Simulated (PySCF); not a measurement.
# YbH3(NH3): how tightly the ligands are held

Aim: take one ligand of each kind off YbH3(NH3), with both parts rigid, and scan its distance from the metal. It is a constructed species; whether it can be made isn't addressed.

Computed with PySCF 2.14.0. Level: PBE0, Yb lcecp-1-SVP with ECP59, H def2-SVP, N def2-SVP; scalar-relativistic core potentials, no spin–orbit coupling.

1 further run of the same task is left out (for a known fault of the program).

**1. Starting geometry**

8 atoms, charge 0, spin multiplicity 1.

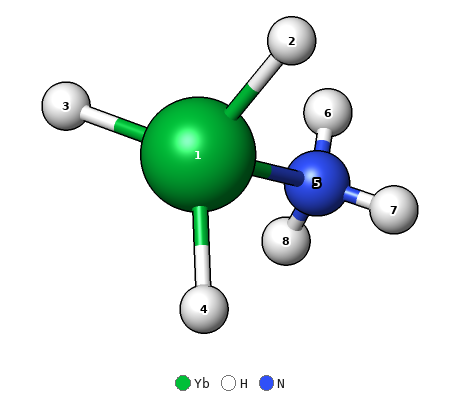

The structure; ytterbium green, hydrogen white, nitrogen blue; atoms are numbered from 1 in the order of the file.

Coordinates:

```mol
H6NYb
  3D, bonds by distance, orders not assigned

  8  7  0  0  0  0  0  0  0  0999 V2000
    0.2163   -0.2163    0.2163 Yb  0  0
    1.1533    1.2727    1.1533 H   0  0
   -1.2727   -1.1533    1.1533 H   0  0
    1.1533   -1.1533   -1.2727 H   0  0
   -1.1845    1.1845   -1.1845 N   0  0
   -1.7941    1.7941   -0.6343 H   0  0
   -0.6343    1.7941   -1.7941 H   0  0
   -1.7941    0.6343   -1.7941 H   0  0
  1  2  8  0
  1  3  8  0
  1  4  8  0
  1  5  8  0
  5  6  8  0
  5  7  8  0
  5  8  8  0
M  END
```

Formal oxidation states: Yb +3. Each metal's 13 4f electrons lie in its core potential, so multiplicities, spins and levels count the valence alone. An earlier session relaxed this geometry at PBE0, Yb lcecp-1-SVP with ECP59, H def2-SVP, N def2-SVP (singlet, point group C3v).

**2. H taken off**

The ligand (atom 2) keeps its formal charge and a closed shell where it can; ligand and rest are solved at the complex's geometry, in vacuum, with the settings of the relaxation.

```
   part  charge    state  energy (Eh)
complex       0  singlet   -97.605522
 ligand      -1  singlet    -0.480007
   rest       1  singlet   -96.789094
```

Run time: 3 s. Hardware: 2 threads of Intel Xeon at 2.50GHz (Skylake/Cascade Lake), shared host.

**3. Rigid scan of H**

Atom 2 moves along the line from atom 1; the distance is to the donor, the donors' midpoint or the ring centre. Each point starts from the density of the one before.

```
distance (Å)  energy from the relaxed point (eV)
        1.69                               0.485
        1.79                               0.192
        1.89                               0.043
        1.99                               0.000
        2.09                               0.034
        2.19                               0.123
        2.39                               0.404
        2.69                               0.940
        3.09                               1.678
        3.59                               2.499
```

Run time: 26 s. Hardware: 2 threads of Intel Xeon at 2.50GHz (Skylake/Cascade Lake), shared host.

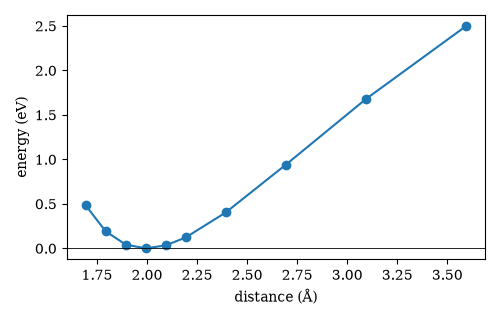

Energy along the rigid scan of H.

**4. NH3 taken off**

The ligand (atoms 5, 6, 7, 8) keeps its formal charge and a closed shell where it can; ligand and rest are solved at the complex's geometry, in vacuum, with the settings of the relaxation.

```
   part  charge    state  energy (Eh)
complex       0  singlet   -97.605522
 ligand       0  singlet   -56.440642
   rest       0  singlet   -41.106064
```

Run time: 1.2 s. Hardware: 2 threads of Intel Xeon at 2.50GHz (Skylake/Cascade Lake), shared host.

**5. Rigid scan of NH3**

Atoms 5, 6, 7, 8 move together along the line from atom 1; the distance is to the donor, the donors' midpoint or the ring centre. Each point starts from the density of the one before.

```
distance (Å)  energy from the relaxed point (eV)
        2.13                               0.378
        2.23                               0.144
        2.33                               0.031
        2.43                               0.000
        2.53                               0.023
        2.63                               0.080
        2.83                               0.246
        3.13                               0.523
        3.53                               0.837
        4.03                               1.108
```

It took 29 s on 2 threads of Intel Xeon at 2.50GHz (Skylake/Cascade Lake), shared host.

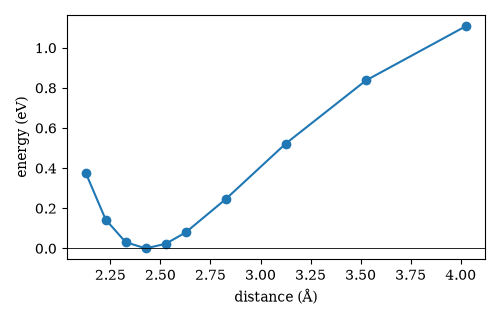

Energy along the rigid scan of NH3.

**6. What came out**

| quantity | value |
| --- | --- |
| taking off H | 9.15 eV |
| stiffness of the H contact | 7.7 eV/Å² |
| taking off NH3 | 1.60 eV |
| stiffness of the NH3 contact | 5.4 eV/Å² |

In words: Taking off H as a fragment of charge -1 costs 9.15 eV, much of it the attraction of the two charges. Near 1.99 Å the H contact has a stiffness of about 7.7 eV/Å², and the energy stands 2.50 eV higher at 3.59 Å. Taking off NH3 as a fragment of charge +0 costs 1.60 eV. Near 2.43 Å the NH3 contact has a stiffness of about 5.4 eV/Å², and the energy stands 1.11 eV higher at 4.03 Å. The free anion is solved without diffuse functions, no counterpoise correction is made, and the parts aren't relaxed; each of these makes the binding look larger. The bases are small and lack diffuse functions. Spin–orbit coupling is left out.
